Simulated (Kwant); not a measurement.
System: quantum point contact (saddle potential) in a Si two-dimensional gas. Effective mass 0.19 mₑ, grid spacing 1.7 nm, hard walls, nominal width 40 nm (23 grid rows, so walls 40.8 nm apart), one parabolic valley, scattering region 120 nm long along x; energies count from the band bottom; Fermi energy 0.0121 eV. Potential (V0 + ½k y²) cos²(πx/L) for |x| < L/2, with V0 swept from 0.012705 to 0 eV, k = 0.00035 eV/nm², L = 87 nm.

Constants are typed, rounded textbook-type inputs, not results; the design itself was drawn at random and stands for no fabricated device.

Model: effective-mass tight-binding model on a square grid, one spin, coherent transport at 0 K (Kwant). Conductance is in e²/h.

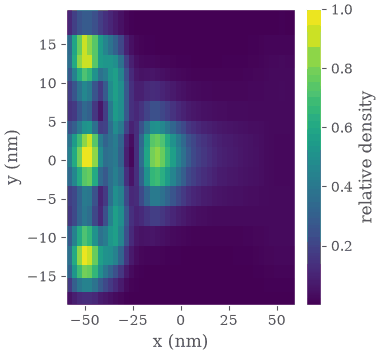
Figure. Density of the scattering states that come in from the left lead, at gate = 0.0062604 eV, in bins, relative to the largest site value

The conductance there is 0.49 e²/h with 3 open channel(s) in the leads.
